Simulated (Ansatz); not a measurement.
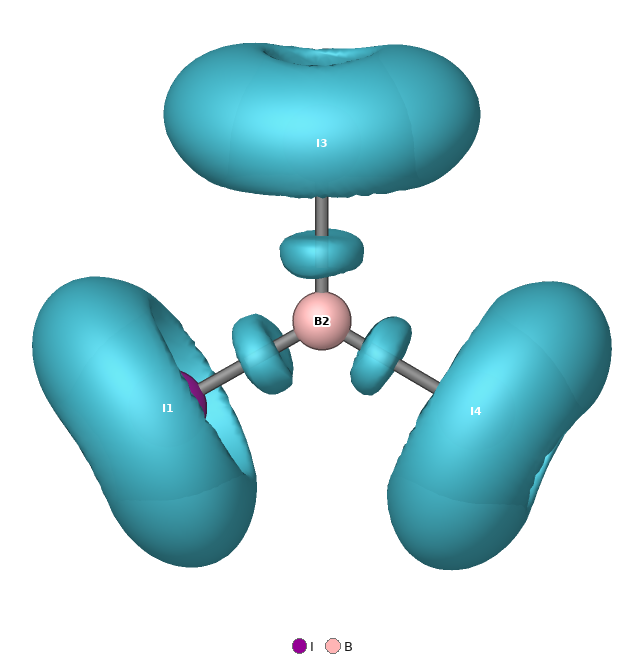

*BI3. Isosurface of the electron localisation function at 0.75 (cyan), seen across its widest extent. Core shells and regions of very low density are left out.*

Geometry: PBE0-D4/def2-TZVP; core potentials replace the inner electrons of I.

All numbers below come from RKS PBE0-D4/def2-TZVPP (Ansatz).

Input

```
crystal:
  periodic: [false, false, false]
  atoms:
    - {symbol: I, position_ang: [-1.308549, -0.295243, 1.615582]}
    - {symbol: B, position_ang: [0.013880, -0.015065, -0.005073]}
    - {symbol: I, position_ang: [1.876796, -1.006290, -0.030287]}
    - {symbol: I, position_ang: [-0.526527, 1.256298, -1.600523]}
basis:
  gaussian: {orbitals: def2-TZVPP}
hamiltonian: {xc: pbe0, dispersion: d4}
output: {orbitals: {seedname: orbitals}}
```

Run with:

```sh
ansatz run in.yaml --threads 4 --pin off --events-out ev --progress --plain --max-ram 10444MiB
```

### Identify the bonds, lone pairs and shells in this picture.

At this value the surface marks out three regions between bonded B–I atoms (shared pairs) and three rings or bowls of non-bonding electrons around I. Profiles from the grid: B–I (2.11 Å): the ELF peaks at about 0.90 between the atoms; localised, covalent bonding.
